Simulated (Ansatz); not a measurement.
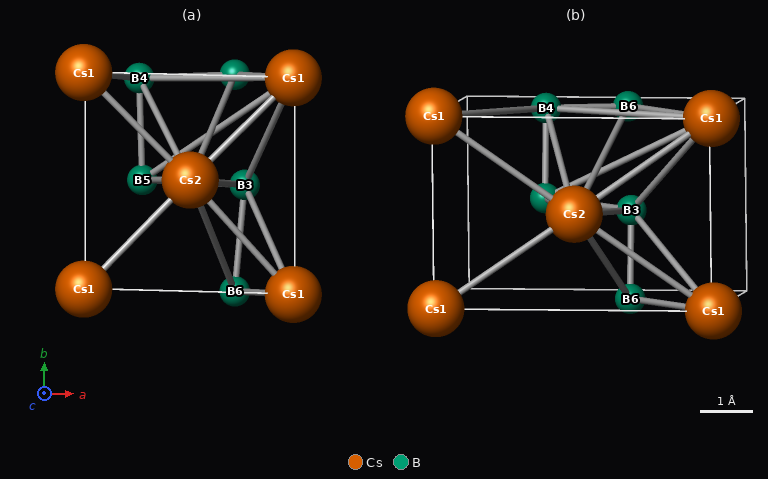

The structure of a crystal of CsB2 (a generated structure, set up in P1) (coarse preliminary run) before (left) and after (right) a relaxation, at one scale.

A ball-and-stick model of the cell of the calculation, seen along the c axis.

Level of theory: DFT PBE, scalar-relativistic, plane waves, PAW (Ansatz 0.2.0). Settings: plane-wave cutoff 420 eV; k-point mesh 6 × 6 × 6; occupations gaussian; smearing width 0.2 eV; no spin polarisation; cell and atoms relaxed; force threshold 0.025 eV/Å; at most 60 steps.

> Summarise the run.

The run was cut off at its time limit before the relaxation converged, so the last structure is only a point on the way. B3 moves most relative to the cell: 0.59 Å roughly along [−3 −1 0]. Largest moves by element: B 0.59 Å, Cs 0.10 Å. Cell: a 4.231 → 5.596 Å (+32.3 %), b 4.175 → 3.712 Å (−11.1 %), c 6.528 → 6.427 Å (−1.6 %), α 88.7° → 95.9°, β 107.3° → 113.1°, γ 91.8° → 90.3°. Volume +10.9 %. Among the contacts that change: B3–B5 2.228 → 3.887 Å, B4–B6 2.238 → 3.885 Å, Cs2–B3 3.690 → 4.603 Å, Cs1–B4 3.495 → 4.212 Å. Bond angles that change, for instance: Cs2–B4–B5 135.3° → 122.5°, Cs2–B5–B4 81.4° → 94.1°, Cs2–B3–B5 83.5° → 95.8°. The space group stays P1 (No. 1). After 8 accepted moves (9 points after the start) the energy has fallen by 3.873 eV per cell of the calculation. The largest force component goes from 1.2 to 0.67 eV/Å. The pressure goes from 1.66 to 0.46 GPa. The line search rejected the trial step at point 1 of the run. The run took 6.4 min on 1 thread of Arm Neoverse V1, with other jobs on the host, peak memory 0.5 GiB.
